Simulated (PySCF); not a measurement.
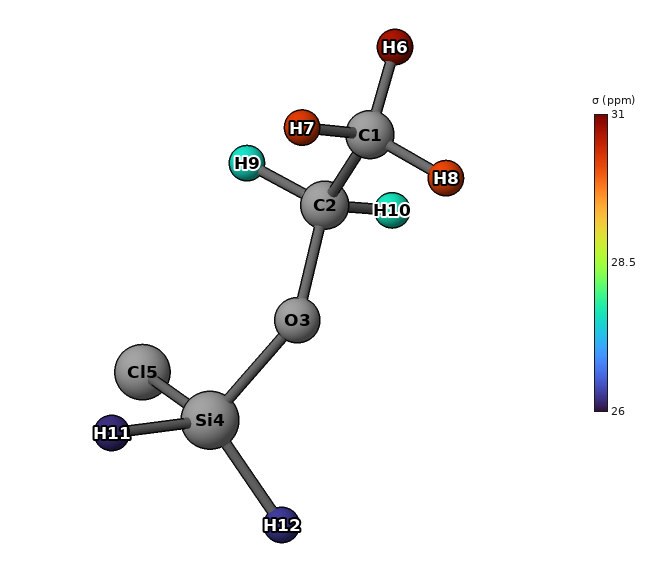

Atoms are coloured by their isotropic NMR shieldings (H only, the others grey). Geometry: an image of a reaction path computed with GFN2-xTB, not a minimum. Properties computed with GIAO PBE0/pcSseg-1 NMR shielding, non-relativistic, gas phase (PySCF 2.14.0).

Question: Which H atom is the most shielded (lowest chemical shift)?

Answer: H6 (30.70 ppm).

Question: Which H atom is the least shielded (highest chemical shift)?

Answer: H11 (26.21 ppm).

Question: How wide is the range of H shifts?

Answer: 4.49 ppm.

List the isotropic NMR shieldings of the H atoms.

```tsv
atom	σ (ppm)
H6	30.70
H7	30.27
H8	30.16
H9	27.56
H10	27.64
H11	26.21
H12	26.28
```
